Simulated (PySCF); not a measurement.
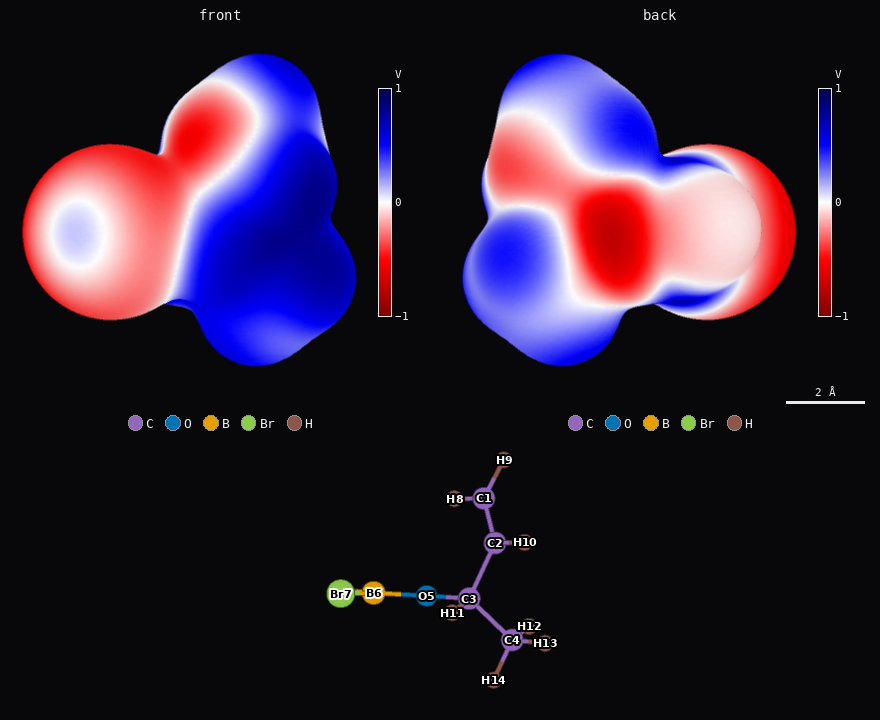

Figure 1: C$_{4}$H$_{8}$BBrO (SMILES C=C[C@H](C)OBBr). The electrostatic potential painted on the density surface at 0.001 e/bohr³, seen from the front and from behind; the colour scale runs from red (negative) to blue (positive). The bare structure is drawn below in the same view.

Geometry: GFN2-xTB.

Method: CAM-B3LYP/def2-SVPD, SCF density, gas phase (PySCF).

Input file:

```
{"job": {"kind": "uv", "xc": "CAM-B3LYP", "basis": "def2-SVPD", "nstates": 8, "ntriplets": 3}, "charge": 0, "multiplicity": 1}
C     -0.586983     1.941934    -0.458034
C     -0.526213     0.726107    -0.964900
C      0.002124    -0.487740    -0.247982
C     -1.119394    -1.498610    -0.000648
O      0.567007    -0.135295     1.005243
B      1.823929     0.042517     1.313161
Br     3.241627    -0.198321     0.069679
H     -0.248392     2.158150     0.541986
H     -0.976254     2.770619    -1.022945
H     -0.869308     0.516053    -1.968237
H      0.774315    -0.951406    -0.883590
H     -1.884159    -1.049182     0.628199
H     -1.561949    -1.796570    -0.946811
H     -0.726014    -2.380327     0.500161
H      2.085251     0.350059     2.412805
```

Command:

```sh
OMP_NUM_THREADS=1 python probes_run.py task.json out
```

Describe the electrostatic potential map.

The most negative region (about −0.7 V, or −16 kcal/mol for a unit charge) lies over O5, the most positive (about +0.8 V, or +18 kcal/mol for a unit charge) over C2, C3, H10 and H13.

What dipole moment does the calculation give?

Its dipole moment is 2.06 D.
